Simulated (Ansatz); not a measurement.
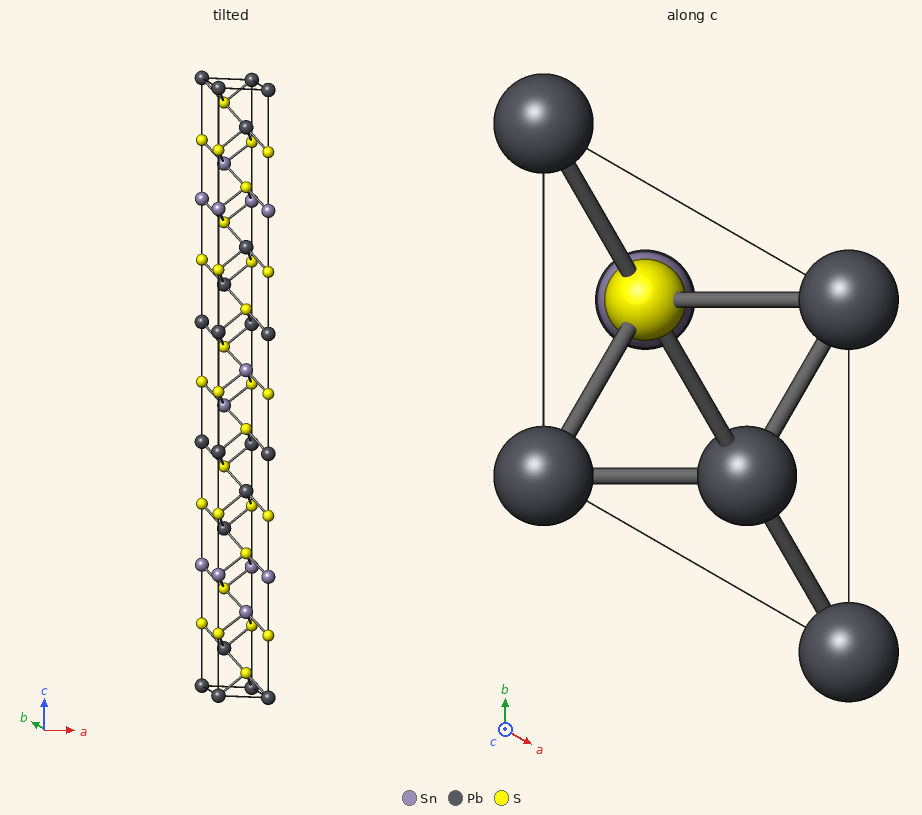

Crystal structure, ball-and-stick style, seen slightly off an axis and along the c axis. Lines trace the edges of the conventional unit cell.

Sn₂Pb₃S₅, space group R-3m (No. 166), a = 4.207 Å, b = 4.207 Å, c = 51.480 Å, α = 90.00°, β = 90.00°, γ = 120.00°. The initial geometry was a structure type filled with these elements by a generator (whether the compound takes this form wasn't checked). Earlier steps of the study, as a rule a relaxation of our own, may have changed the cell and positions, so they can lie some per cent off the listed ones. Ansatz was used for an electronic-structure calculation on it.

This one geometry was computed with Ansatz (DFT, plane waves, PAW) at three levels of theory: PBE, r2SCAN and LDA.

Q: Which level gives the highest pressure at this volume, and what does that say about its equilibrium volume?

A: Highest: PBE (0.0 GPa), which points to the largest equilibrium volume. Lowest, with the smallest volume: LDA (-4.5 GPa). Levels within 0.5 GPa of each other can't be told apart.

Q: How does the band gap change with the level of theory?

A: LDA: a metal; PBE: a gap of 0.04 eV, indirect; r2SCAN: a gap of 0.22 eV, indirect.

Q: Collect the results in a table.

A:
| level | cutoff (eV) | k-mesh of the run's cell | gap (eV) | pressure (GPa) |
| --- | --- | --- | --- | --- |
| PBE | 420 | 12×12×12 | 0.04 | 0.0 |
| r2SCAN | 500 | 12×12×12 | 0.22 | -1.0 |
| LDA | 420 | 12×12×12 | metal | -4.5 |

Gaps are taken on the k-mesh or band path of each run.
